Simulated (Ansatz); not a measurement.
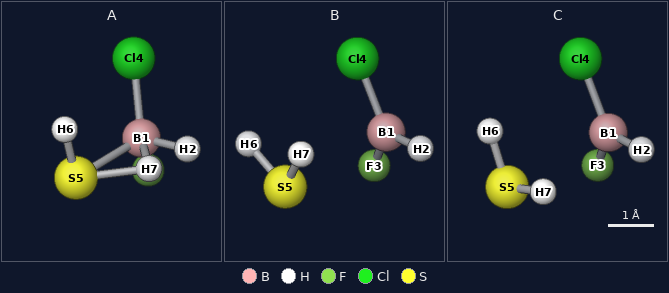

3 geometries from a converged minimum-energy path of BH3SClF, made up at the start of BHClF and H₂S, shuffled. Style: ball-and-stick. Shown at a tilt.

The calculation used Ansatz 0.2.0, RKS BHLYP-D4/def2-SVP. Run with 5 movable images; climbing image; force threshold 0.03 eV/Å; iteration limit 60; starting path through a guess of the saddle point.

Which frame is the top of the path?

A. In order along the path, whose images run from 0 to 6: B (image 1, +0.01 eV), C (image 2, +0.02 eV), A (image 4, +1.46 eV). Breaking: B1–H2 (1.19 → 1.32 at the top → 3.13 Å), S5–H7 (1.34 → 1.64 at the top → 3.50 Å). Forming: B1–S5 (3.05 → 2.05 at the top → 1.80 Å), H2–H7 (3.59 → 1.06 at the top → 0.75 Å).

Limits of the set-up: the start holds two separate molecules, 3.0 Å apart at their closest, whose relative position is a soft coordinate.
